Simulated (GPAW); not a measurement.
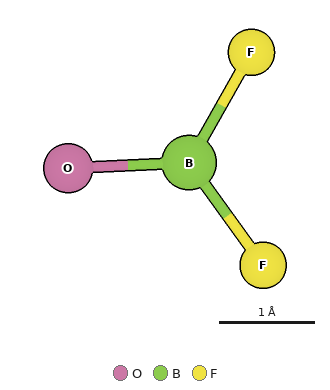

Fig. 1: The structure as given in the input (ball-and-stick view, seen on its broad side). Bond lengths as drawn: B–F 1.33 to 1.34 Å and B–O 1.28 Å.

# Property calculation, with input and output: BOF$_{2}$ (charge −2)

BOF$_{2}$, charge −2, multiplicity 2, computed with PBE/dzp, UKS, scalar-relativistic datasets (GPAW 26.7.0).

Some settings of this run were made unusual or wrong on purpose. The geometry comes from this level: GFN2-xTB.

Input file (sp.py):
```python
from ase.io.zmatrix import parse_zmatrix
from gpaw import GPAW

zmat = """
O
B 1 r2
F 2 r3 1 a3
F 2 r4 1 a4 3 d4
"""
values = dict(r2=1.283671, r3=1.33726, a3=122.42939, r4=1.33486, a4=123.26925, d4=-179.84927)
system = parse_zmatrix(zmat, defs=values)
system.center(vacuum=4.5)
system.set_initial_magnetic_moments([0.25, 0.25, 0.25, 0.25])

calculator = GPAW(mode='lcao',
                  basis='dzp',
                  h=0.2,
                  xc='PBE',
                  charge=-2,
                  occupations={'name': 'fermi-dirac', 'width': 0.02, 'fixmagmom': True},
                  maxiter=51,
                  symmetry='off',
                  txt='-')
system.calc = calculator

energy = system.get_potential_energy()
print(f'Energy: {energy:.5f} eV')
forces = system.get_forces()
print('Forces (eV/Ang)')
for symbol, f in zip(system.symbols, forces):
    print(f'{symbol:2} {f[0]:9.4f} {f[1]:9.4f} {f[2]:9.4f}')
```

Machine: 1 thread of Arm Neoverse V1, 112 GiB of memory available, shared host.

Run as:
```bash
python3 sp.py
```

Output:
```
__  _  _
 | _ |_)|_||  |
 |__||  | ||/\| - 26.7.0

units:  Angstrom and eV
cores:  1
OpenMP: False

Versions:
  Python: 3.12.14
  ASE:    3.29.0
  Numpy:  2.5.5
  Scipy:  1.18.1
  Libxc:  7.0.0

        _gpaw.cpython-312-aarch64-linux-gnu.so

Input parameters:
  mode=LCAO(),
  basis={'default': 'dzp'},
  charge=-2,
  h=0.2,
  maxiter=51,
  occupations=Occupations(name='fermi-dirac', width=0.02, fixmagmom=True),
  symmetry=Symmetry(point_group=False, time_reversal=False),
  xc=XC(name='PBE')
        .--------------------------.
       /|                          |
      / |                          |
     /  |                          |
    /   |                          |
   /    |                          |
  /     |                          |
 *      |                          |
 |      |            F             |
 |      |       O  B               |
 |      |           F              |
 |      .--------------------------.
 |     /                          /
 |    /                          /
 |   /                          /
 |  /                          /
 | /                          /
 |/                          /
 *--------------------------*

Atoms  # Å, Bohr magnetons
|   | symbol |        x |        y |        z |    initial magnetic moments |
|---|--------|----------|----------|----------|-----------------------------|
| 0 |      O | 4.500000 | 5.616075 | 4.502936 | ( 0.0000,  0.0000,  0.2500) |
| 1 |      B | 5.783671 | 5.616075 | 4.502936 | ( 0.0000,  0.0000,  0.2500) |
| 2 |      F | 6.500790 | 6.744793 | 4.502936 | ( 0.0000,  0.0000,  0.2500) |
| 3 |      F | 6.515941 | 4.500000 | 4.500000 | ( 0.0000,  0.0000,  0.2500) |

Unit cell  # Å
| periodic |         x |         y |        z |   lengths |    angles |
|----------|-----------|-----------|----------|-----------|-----------|
|       no | 11.015941 |  0.000000 | 0.000000 | 11.015941 | 90.000000 |
|       no |  0.000000 | 11.244793 | 0.000000 | 11.244793 | 90.000000 |
|       no |  0.000000 |  0.000000 | 9.002936 |  9.002936 | 90.000000 |

Number of symmetries: 1
Symmetry operations  # r_c * U_cc + t_c -> r_c
|   | kind |            matrix            |
|---|------|------------------------------|
| 0 |  E   |  1, 0, 0,  0, 1, 0,  0, 0, 1 |

BZ-sampling:
  Number of BZ points: 1
  Number of IBZ points: 1

  Monkhorst-Pack size: [1, 1, 1]
  Monkhorst-Pack shift: [0, 0, 0]

K-points  # in reciprocal-cell coordinates
|   |                                coordinates |     weight |
|---|--------------------------------------------|------------|
| 0 | (  0.00000000,   0.00000000,   0.00000000) | 1.00000000 |

basis functions: 52
Spin-components: 2 (collinear spins)
Bands:           16
Projectors:      20
Spin-degeneracy: 1
Datatype:        <class 'float'>

  Storage: CPU
  Wave functions: 13_312 bytes (13_312 per core)

Parallelization:
  kpt:    1
  domain: 1
  band:   1

Density:
  Valence electrons: 23.0
  Components: 2
  Grid points: [56 56 44]
  Charge: -2.0  # |e|

Potential:
  Grid points: [56 56 44]

species:
  O:
    name:    Oxygen
    Z:       8.0
    valence: 6
    core:    2
    charge:  0.0  # [|e|]
    file:    O.PBE.gz
    compensation charges:
      type: gauss
      rc: 0.21  # [Å]
      lmax: 2
    cutoffs:
      filter: 1.17  # [Å]
      core: 0.83  # [Å]
    projectors
    | kind |    occ | energy [eV] | rcut [Å] |
    |------|--------|-------------|----------|
    |   2s |  2.000 |     -23.961 |    0.688 |
    |   2p |  4.000 |      -9.029 |    0.598 |
    |    s |        |       3.251 |    0.688 |
    |    p |        |      18.182 |    0.598 |
    |    d |        |       0.000 |    0.619 |

    LCAO basis set for O:
      Name: dzp
      File: O.dzp.basis.gz
      Number of radial functions: 5
      Number of spherical harmonics: 13
        l=0, rc=4.3438 Bohr: 2s-sz confined orbital
        l=1, rc=5.3906 Bohr: 2p-sz confined orbital
        l=0, rc=2.2969 Bohr: 2s-dz split-valence wave
        l=1, rc=2.8906 Bohr: 2p-dz split-valence wave
        l=2, rc=5.3906 Bohr: d-type Gaussian polarization
      Number of RI-basis functions 0

  B:
    name:    Boron
    Z:       5.0
    valence: 3
    core:    2
    charge:  0.0  # [|e|]
    file:    B.PBE.gz
    compensation charges:
      type: gauss
      rc: 0.20  # [Å]
      lmax: 2
    cutoffs:
      filter: 1.14  # [Å]
      core: 1.38  # [Å]
    projectors
    | kind |    occ | energy [eV] | rcut [Å] |
    |------|--------|-------------|----------|
    |   2s |  2.000 |      -9.443 |    0.635 |
    |   2p |  1.000 |      -3.606 |    0.635 |
    |    s |        |      17.768 |    0.635 |
    |    p |        |      23.605 |    0.635 |
    |    d |        |       0.000 |    0.635 |

    LCAO basis set for B:
      Name: dzp
      File: B.dzp.basis.gz
      Number of radial functions: 5
      Number of spherical harmonics: 13
        l=0, rc=6.6719 Bohr: 2s-sz confined orbital
        l=1, rc=8.2188 Bohr: 2p-sz confined orbital
        l=0, rc=3.7500 Bohr: 2s-dz split-valence wave
        l=1, rc=4.6094 Bohr: 2p-dz split-valence wave
        l=2, rc=8.2188 Bohr: d-type Gaussian polarization
      Number of RI-basis functions 0

  F:
    name:    Fluorine
    Z:       9.0
    valence: 7
    core:    2
    charge:  0.0  # [|e|]
    file:    F.PBE.gz
    compensation charges:
      type: gauss
      rc: 0.20  # [Å]
      lmax: 2
    cutoffs:
      filter: 1.14  # [Å]
      core: 0.74  # [Å]
    projectors
    | kind |    occ | energy [eV] | rcut [Å] |
    |------|--------|-------------|----------|
    |   2s |  2.000 |     -29.898 |    0.635 |
    |   2p |  5.000 |     -11.110 |    0.635 |
    |    s |        |      -2.687 |    0.635 |
    |    p |        |      16.102 |    0.635 |
    |    d |        |       0.000 |    0.635 |

    LCAO basis set for F:
      Name: dzp
      File: F.dzp.basis.gz
      Number of radial functions: 5
      Number of spherical harmonics: 13
        l=0, rc=3.8594 Bohr: 2s-sz confined orbital
        l=1, rc=4.8750 Bohr: 2p-sz confined orbital
        l=0, rc=2.0156 Bohr: 2s-dz split-valence wave
        l=1, rc=2.6094 Bohr: 2p-dz split-valence wave
        l=2, rc=4.8750 Bohr: d-type Gaussian polarization
      Number of RI-basis functions 0

Reference energy: -8138.503439  # eV

eigensolver:
  <gpaw.new.lcao.eigensolver.LCAOEigensolver object at 0xf952fe062d50>
density mixing:
  MSR1-Mixer
  Pratt-step length: 0.05
  Maximum mixing coefficient: 0.75
  Old densities: 10
  SVD Regularization: 0.005
  Good broyden scale: 1.0
  Trust region scale: 1.0
  Backstep threshold: 4.0
  History deletion threshold: 6.0
  Fourier metric: weight=20.0, sigma=0.015

occupation numbers:
  Fixed magnetic moment: 1.000
  Fermi-Dirac:
    width: 0.0200  # eV

FastPoissonSolver using
    Stencil: 6*3+1=19 point O(h^6) finite-difference Laplacian
    FFT axes: []
    FST axes: [np.int64(2), np.int64(0), np.int64(1)]

xc functional:
  name: PBE with 2 nearest neighbor stencil
interpolation: tri-quintic # 5. degree polynomial

        .--------------------------.
       /|                          |
      / |                          |
     /  |                          |
    /   |                          |
   /    |                          |
  /     |                          |
 *      |                          |
 |      |            F             |
 |      |       O  B               |
 |      |           F              |
 |      .--------------------------.
 |     /                          /
 |    /                          /
 |   /                          /
 |  /                          /
 | /                          /
 |/                          /
 *--------------------------*

Atoms  # Å, Bohr magnetons
|   | symbol |        x |        y |        z |    initial magnetic moments |
|---|--------|----------|----------|----------|-----------------------------|
| 0 |      O | 4.500000 | 5.616075 | 4.502936 | ( 0.0000,  0.0000,  0.2500) |
| 1 |      B | 5.783671 | 5.616075 | 4.502936 | ( 0.0000,  0.0000,  0.2500) |
| 2 |      F | 6.500790 | 6.744793 | 4.502936 | ( 0.0000,  0.0000,  0.2500) |
| 3 |      F | 6.515941 | 4.500000 | 4.500000 | ( 0.0000,  0.0000,  0.2500) |

Unit cell  # Å
| periodic |         x |         y |        z |   lengths |    angles |
|----------|-----------|-----------|----------|-----------|-----------|
|       no | 11.015941 |  0.000000 | 0.000000 | 11.015941 | 90.000000 |
|       no |  0.000000 | 11.244793 | 0.000000 | 11.244793 | 90.000000 |
|       no |  0.000000 |  0.000000 | 9.002936 |  9.002936 | 90.000000 |

Number of symmetries: 1
Symmetry operations  # r_c * U_cc + t_c -> r_c
|   | kind |            matrix            |
|---|------|------------------------------|
| 0 |  E   |  1, 0, 0,  0, 1, 0,  0, 0, 1 |

BZ-sampling:
  Number of BZ points: 1
  Number of IBZ points: 1

  Monkhorst-Pack size: [1, 1, 1]
  Monkhorst-Pack shift: [0, 0, 0]

K-points  # in reciprocal-cell coordinates
|   |                                coordinates |     weight |
|---|--------------------------------------------|------------|
| 0 | (  0.00000000,   0.00000000,   0.00000000) | 1.00000000 |

basis functions: 52
Spin-components: 2 (collinear spins)
Bands:           16
Projectors:      20
Spin-degeneracy: 1
Datatype:        <class 'float'>

  Storage: CPU
  Wave functions: 13_312 bytes (13_312 per core)

Parallelization:
  kpt:    1
  domain: 1
  band:   1

Density:
  Valence electrons: 23.0
  Components: 2
  Grid points: [56 56 44]
  Charge: -2.0  # |e|

Potential:
  Grid points: [56 56 44]

species:
  O:
    name:    Oxygen
    Z:       8.0
    valence: 6
    core:    2
    charge:  0.0  # [|e|]
    file:    O.PBE.gz
    compensation charges:
      type: gauss
      rc: 0.21  # [Å]
      lmax: 2
    cutoffs:
      filter: 1.17  # [Å]
      core: 0.83  # [Å]
    projectors
    | kind |    occ | energy [eV] | rcut [Å] |
    |------|--------|-------------|----------|
    |   2s |  2.000 |     -23.961 |    0.688 |
    |   2p |  4.000 |      -9.029 |    0.598 |
    |    s |        |       3.251 |    0.688 |
    |    p |        |      18.182 |    0.598 |
    |    d |        |       0.000 |    0.619 |

    LCAO basis set for O:
      Name: dzp
      File: O.dzp.basis.gz
      Number of radial functions: 5
      Number of spherical harmonics: 13
        l=0, rc=4.3438 Bohr: 2s-sz confined orbital
        l=1, rc=5.3906 Bohr: 2p-sz confined orbital
        l=0, rc=2.2969 Bohr: 2s-dz split-valence wave
        l=1, rc=2.8906 Bohr: 2p-dz split-valence wave
        l=2, rc=5.3906 Bohr: d-type Gaussian polarization
      Number of RI-basis functions 0

  B:
    name:    Boron
    Z:       5.0
    valence: 3
    core:    2
    charge:  0.0  # [|e|]
    file:    B.PBE.gz
    compensation charges:
      type: gauss
      rc: 0.20  # [Å]
      lmax: 2
    cutoffs:
      filter: 1.14  # [Å]
      core: 1.38  # [Å]
    projectors
    | kind |    occ | energy [eV] | rcut [Å] |
    |------|--------|-------------|----------|
    |   2s |  2.000 |      -9.443 |    0.635 |
    |   2p |  1.000 |      -3.606 |    0.635 |
    |    s |        |      17.768 |    0.635 |
    |    p |        |      23.605 |    0.635 |
    |    d |        |       0.000 |    0.635 |

    LCAO basis set for B:
      Name: dzp
      File: B.dzp.basis.gz
      Number of radial functions: 5
      Number of spherical harmonics: 13
        l=0, rc=6.6719 Bohr: 2s-sz confined orbital
        l=1, rc=8.2188 Bohr: 2p-sz confined orbital
        l=0, rc=3.7500 Bohr: 2s-dz split-valence wave
        l=1, rc=4.6094 Bohr: 2p-dz split-valence wave
        l=2, rc=8.2188 Bohr: d-type Gaussian polarization
      Number of RI-basis functions 0

  F:
    name:    Fluorine
    Z:       9.0
    valence: 7
    core:    2
    charge:  0.0  # [|e|]
    file:    F.PBE.gz
    compensation charges:
      type: gauss
      rc: 0.20  # [Å]
      lmax: 2
    cutoffs:
      filter: 1.14  # [Å]
      core: 0.74  # [Å]
    projectors
    | kind |    occ | energy [eV] | rcut [Å] |
    |------|--------|-------------|----------|
    |   2s |  2.000 |     -29.898 |    0.635 |
    |   2p |  5.000 |     -11.110 |    0.635 |
    |    s |        |      -2.687 |    0.635 |
    |    p |        |      16.102 |    0.635 |
    |    d |        |       0.000 |    0.635 |

    LCAO basis set for F:
      Name: dzp
      File: F.dzp.basis.gz
      Number of radial functions: 5
      Number of spherical harmonics: 13
        l=0, rc=3.8594 Bohr: 2s-sz confined orbital
        l=1, rc=4.8750 Bohr: 2p-sz confined orbital
        l=0, rc=2.0156 Bohr: 2s-dz split-valence wave
        l=1, rc=2.6094 Bohr: 2p-dz split-valence wave
        l=2, rc=4.8750 Bohr: d-type Gaussian polarization
      Number of RI-basis functions 0

Reference energy: -8138.503439  # eV

eigensolver:
  <gpaw.new.lcao.eigensolver.LCAOEigensolver object at 0xf952fbf66090>
density mixing:
  MSR1-Mixer
  Pratt-step length: 0.05
  Maximum mixing coefficient: 0.75
  Old densities: 10
  SVD Regularization: 0.005
  Good broyden scale: 1.0
  Trust region scale: 1.0
  Backstep threshold: 4.0
  History deletion threshold: 6.0
  Fourier metric: weight=20.0, sigma=0.015

occupation numbers:
  Fixed magnetic moment: 1.000
  Fermi-Dirac:
    width: 0.0200  # eV

FastPoissonSolver using
    Stencil: 6*3+1=19 point O(h^6) finite-difference Laplacian
    FFT axes: []
    FST axes: [np.int64(2), np.int64(0), np.int64(1)]

xc functional:
  name: PBE with 2 nearest neighbor stencil
interpolation: tri-quintic # 5. degree polynomial

Initialization done in: 3.599 s

convergence criteria:
- Maximum [total energy] change in last 3 cyles: 0.0005 eV / valence electron
- Maximum integral of absolute [dens]ity change: 0.0001 electrons / valence electron
- Maximum integral of absolute [eigenst]ate change: 4e-08 eV^2 / valence electron
maximum number of iterations: 51

SCF iterations
|iter     |     time |      energy | eigst |  dens |  magmom |
|---------|----------|-------------|-------|-------|---------|
|iter:   1| 00:00:03 |  -18.131487 |      c|       |  +0.9988|
|iter:   2| 00:00:04 |  -16.613712 |      c| -0.60 |  +0.9989|
|iter:   3| 00:00:04 |  -11.971777 |      c| -0.64 |  +0.9994|
|iter:   4| 00:00:05 |  -11.909743 |      c| -1.23 |  +0.9997|
|iter:   5| 00:00:06 |  -11.919847 |      c| -1.59 |  +0.9999|
|iter:   6| 00:00:06 |  -11.922136 |      c| -2.10 |  +1.0000|
|iter:   7| 00:00:07 |  -11.922160c|      c| -2.81 |  +1.0000|
|iter:   8| 00:00:08 |  -11.922156c|      c| -3.18 |  +1.0000|
|iter:   9| 00:00:08 |  -11.922130c|      c| -3.49 |  +1.0000|
|iter:  10| 00:00:09 |  -11.922108c|      c| -3.90 |  +1.0000|
|iter:  11| 00:00:10 |  -11.922105c|      c| -4.66c|  +1.0000|

Converged in 11 steps
SCF loop duration: 6.275 s (0.570 s/step)
Energy contributions relative to reference atoms: (reference = -8138.503439)

Energy contributions:
  Kinetic:          58.379601
  Coulomb:         -30.264028
  Zero:              1.311414
  External:          0.000000
  Xc:              -41.349093
  Entropy:          -0.000000
  Spinorbit:         0.000000
  ----------------------------
  Free energy:     -11.922105
  Extrapolated:    -11.922105

dipole moment: (-11.006028, -11.237568, -9.010072)  # |e|*Ang

Total magnetic moment: (0.000000, 0.000000, 0.999990)

Local magnetic moments
|        x |        y |        z |
|----------|----------|----------|
| 0.000000 | 0.000000 | 0.130720 |  # O    0
| 0.000000 | 0.000000 | 0.030916 |  # B    1
| 0.000000 | 0.000000 | 0.052658 |  # F    2
| 0.000000 | 0.000000 | 0.053040 |  # F    3

Fermi levels: 15.473, 15.144
Eigenvalues  # (at kpt = [0.000, 0.000, 0.000])
| band index |      eig [eV] | occ [0-1] |      eig [eV] | occ [0-1] |
|------------|---------------|-----------|---------------|-----------|
|          0 |       -16.618 |     1.000 |       -16.510 |     1.000 |
|        ... |               |           |               |           |
|          5 |         2.370 |     1.000 |         2.685 |     1.000 |
|          6 |         2.962 |     1.000 |         3.028 |     1.000 |
|          7 |         3.888 |     1.000 |         4.113 |     1.000 |
|          8 |         4.232 |     1.000 |         4.280 |     1.000 |
|          9 |         6.202 |     1.000 |         6.341 |     1.000 |
|         10 |         7.799 |     1.000 |         8.315 |     1.000 |
|         11 |         8.678 |     1.000 |         8.793 |     1.000 |
|         12 |        14.493 |     1.000 |        15.662 |     0.000 |
|         13 |        15.951 |     0.000 |        16.575 |     0.000 |
|         14 |        17.363 |     0.000 |        17.624 |     0.000 |
|         15 |        17.755 |     0.000 |        18.037 |     0.000 |

Gap: 1.169 eV
Transition (v -> c):
  (s=0, k=0, n=12, [0.00, 0.00, 0.00]) -> (s=1, k=0, n=12, [0.00, 0.00, 0.00])
No difference between direct/indirect transitions
vacuum-level: 0.000  # V
Energy: -11.92211 eV

Forces  # eV/Ang
|        x |        y |        z |
|----------|----------|----------|
| -5.35015 | -0.05612 | -0.01397 |  # O    0
| -2.06557 |  0.08450 |  0.05695 |  # B    1
|  3.68389 |  4.42783 | -0.01368 |  # F    2
|  3.74571 | -4.43295 | -0.03424 |  # F    3

Force computation time: 0.145  # s
Forces (eV/Ang)
O    -5.3502   -0.0561   -0.0140
B    -2.0656    0.0845    0.0569
F     3.6839    4.4278   -0.0137
F     3.7457   -4.4329   -0.0342
```

What the run reported:

| quantity | value |
| --- | --- |
| outcome | converged |
| energy relative to the program's reference atoms | −11.9221 eV |
| basis functions | 52 |
| largest force | 5.804 eV/Å |
| wall time | 11 s |
| peak memory | 0.56 GiB |

What went wrong:

Some settings of this run were drawn to be unusual or wrong (charge set to -2). It converged; results that depend on the unusual settings are not reference values. Further notes kept with the run: highest occupied level above vacuum.
